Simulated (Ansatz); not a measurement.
Single-point calculation of CuSi$_{16}$ (part 1 of 3)

- system: CuSi$_{16}$ (slab, 17 atoms in the cell)
- method: DFT PBE+D3(BJ), scalar-relativistic, plane waves, PAW, PAW set soft_1, spin-polarised (Ansatz 0.2.0)

The structure derives from an entry of the Crystallography Open Database. Figures and captions count atoms from 1; the log counts them from 0 in places.

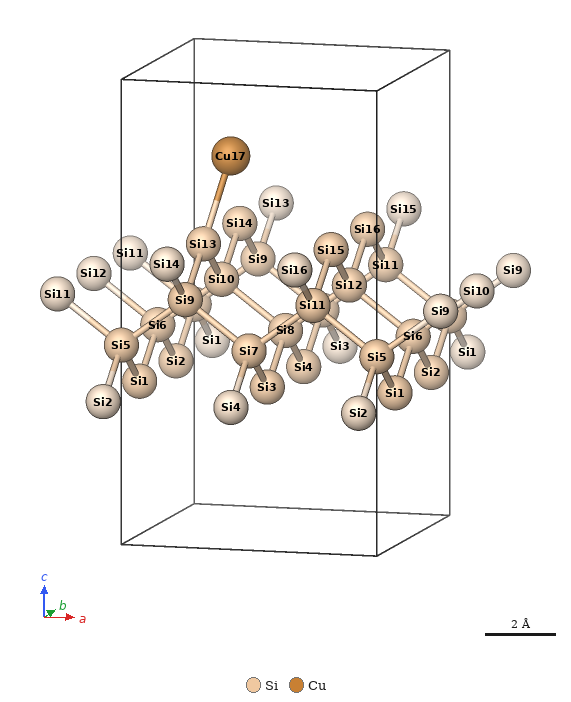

Fig. 1: The structure as given in the input (ball-and-stick view of the cell of the calculation, with the vacuum cut short, seen slightly off an axis; neighbours outside the cell are drawn fainter; atoms are numbered from 1 in the order of the input). An atom can appear more than once, as a periodic image.

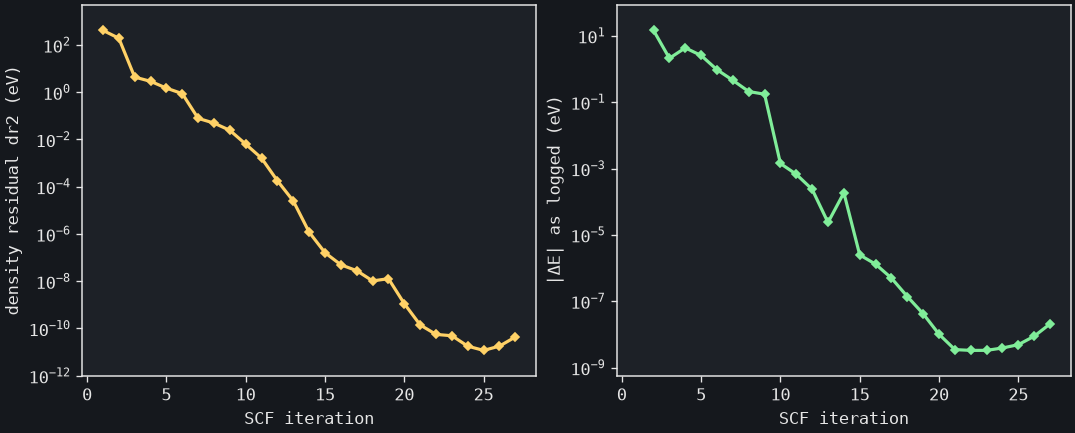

Fig. 2: Convergence of the self-consistent field: density residual dr2 and size of the energy change against the SCF iteration. The residual comes down, with one marked jump up, by a factor of about 2.5, at step 27.

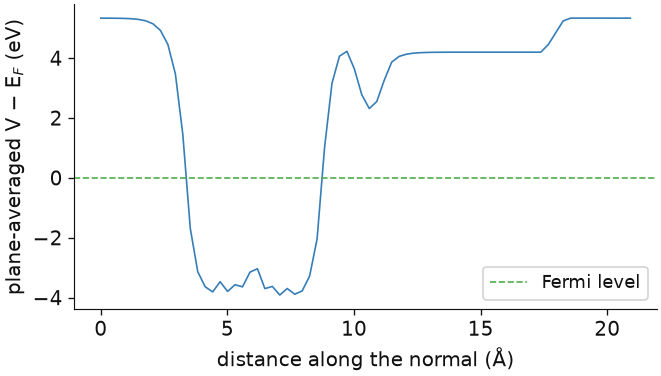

Fig. 3: Plane average of the electrostatic potential energy of an electron across the cell, from the Fermi level. The vacuum level lies 4.20 eV above the Fermi level on the upper side and 5.34 eV on the lower.

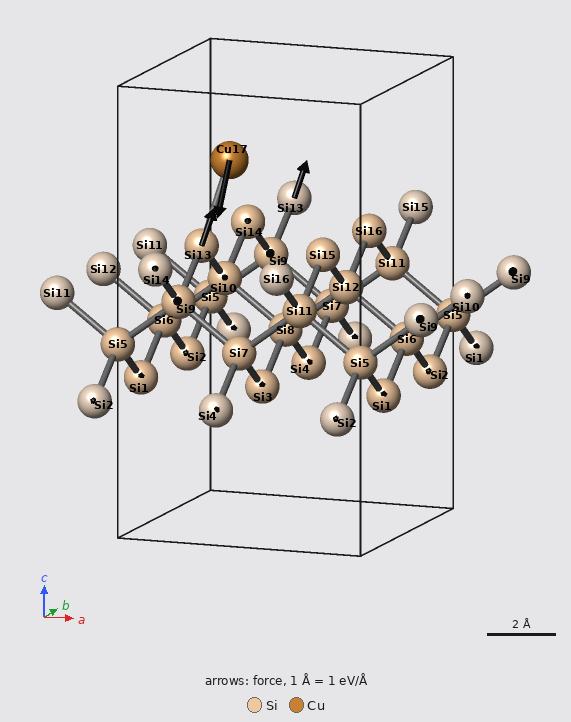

Fig. 4: Forces on the atoms as black arrows (ball-and-stick view of the cell of the calculation, with the vacuum cut short, seen slightly off an axis; neighbours outside the cell are drawn fainter; atoms are numbered from 1 in the order of the input); the smallest are left out. The largest act on Cu17 (1.76 eV/Å); Si13 (1.20 eV/Å). The geometry is not a stationary point of this energy.

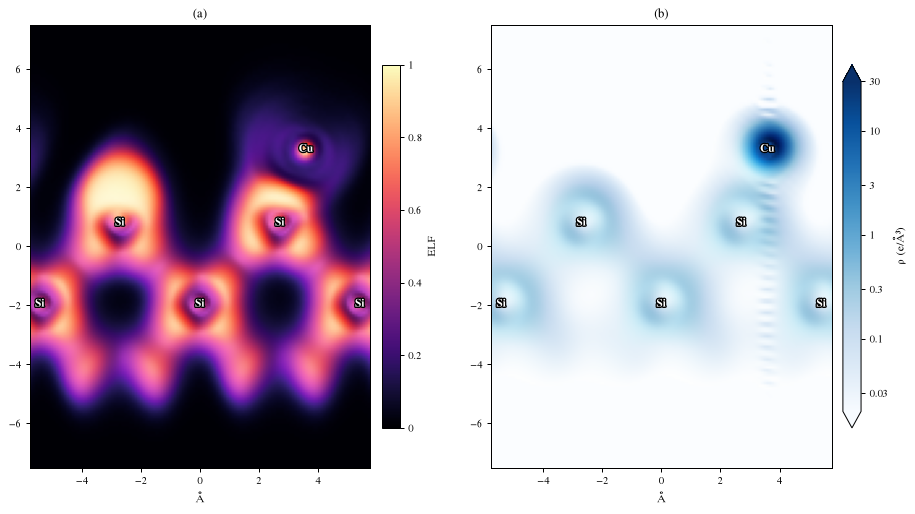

Fig. 5: (a) electron localisation function; (b) valence pseudo-density on the (11̄0) plane of the calculation cell, a cut from vacuum to vacuum. Atoms in the plane: Si and Cu. Cu–Si (2.66 Å): ρ is about 0.29 e/Å³ halfway; the ELF is about 0.65 at the midpoint. The density dies away to nearly zero in the vacuum. The strong features right at Cu lie inside the PAW spheres (semicore, d or f shells) and say nothing about bonding. In a PAW calculation such maps are meaningful between the atoms, not at the nuclei.

These pictures come from the run below.

**The input**
```yaml
crystal:
  lattice:
    - [7.6666885535, 0.0, 0.0]
    - [0.0, 7.6666885535, 0.0]
    - [0.0, 0.0, 21.2034818118]
  atoms:
    - { symbol: Si, position: [0.0, 0.25, 0.1886482624] }
    - { symbol: Si, position: [0.0, 0.75, 0.1886482624] }
    - { symbol: Si, position: [0.5, 0.25, 0.1886482624] }
    - { symbol: Si, position: [0.5, 0.75, 0.1886482624] }
    - { symbol: Si, position: [0.0, 0.0, 0.2525666263] }
    - { symbol: Si, position: [0.0, 0.5, 0.2525666263] }
    - { symbol: Si, position: [0.5, 0.0, 0.2525666263] }
    - { symbol: Si, position: [0.5, 0.5, 0.2525666263] }
    - { symbol: Si, position: [0.25, 0.0, 0.319193675] }
    - { symbol: Si, position: [0.25, 0.5, 0.319193675] }
    - { symbol: Si, position: [0.75, 0.0, 0.319193675] }
    - { symbol: Si, position: [0.75, 0.5, 0.319193675] }
    - { symbol: Si, position: [0.25, 0.25, 0.3821769407] }
    - { symbol: Si, position: [0.25, 0.75, 0.3821769407] }
    - { symbol: Si, position: [0.75, 0.25, 0.3821769407] }
    - { symbol: Si, position: [0.75, 0.75, 0.3821769407] }
    - { symbol: Cu, position: [0.3333333333, 0.3333333333, 0.5000821047], spin: 1.0 }
basis:
  ecutwfc: 420
kpoints:
  mp_grid: { grid: [4, 4, 1] }
hamiltonian:
  xc: pbe
  pseudopotentials: { kind: paw, azcp: { folder: soft_1 } }
  dispersion: d3bj
scf:
  occupations: { method: gaussian, width: 0.05 }
output:
  forces: true
  eigenvalues: true
  populations: true
  write_density: true
  write_potential: true
  elf: true
  volumetric_format: npy
magnetization:
  spin_polarized: true
efield:
  axis: 3
  dipole_correction: true
  ramp_width: 0.04
```

Command:
```bash
ansatz run input.yaml --threads 2 --pin off --max-ram 6144MiB --backend cpu --events-out ev --progress --plain --runs-dir out
```

**The program's output**
```
Engine: ansatz 0.2.0, aarch64-unknown-linux-gnu
Pseudopotentials: kind: paw
Pseudopotential: Si, paw, valence charge 4, recommended cutoff 420 eV (normal), [file]
Pseudopotential: Cu, paw, valence charge 19, recommended cutoff 420 eV (normal), [file]
Functional definition: PBE
  parameter kappa = 0.804
  parameter beta = 0.06672455060314922
  exchange = pbe_x(kappa = kappa, mu = beta*pi^2/3)
  correlation = pbe_c(beta = beta)
Crystal: 17 atoms, lattice volume = 1246.301 Å³
Basis set: ecut = 420 eV, 24379 PW (Γ), exchange–correlation on 108×108×288 points (8 copies of the dense FFT grid, shifted against one another)
Bands: 59, of which v1, the nominal top of the filled ones, is band 42 counted from 1 (41 counted from 0)
Symmetry: 1 space group operations
k-points: 10 of 16 (time reversal used)
Non-local potential: Si, projectors of the file, l = 0: 2, l = 1: 2, l = 2: 1
Non-local potential: Cu, projectors of the file, l = 0: 3, l = 1: 2, l = 2: 3, l = 3: 1
PAW form: soft (Blöchl's): semilocal exchange-correlation on the pseudo side does not see the compensation charge
PAW one-centre angular grid: Si, 110 points (default); XC on 64 Gauss nodes
PAW one-centre angular grid: Cu, 590 points (default); XC on 64 Gauss nodes
Initial density: superposition of atomic densities (neutral atoms: chi_scale 0, normalization atom)
Starting moments: Σ|m| = 1 μB on 1 of 17 sites
Initial wavefunctions: pseudopotential atomic-orbital guess
Functional: x = pbe(κ = 0.804, μ = 0.2195149727645171), c = pbe(β = 0.06672455060314922)
```
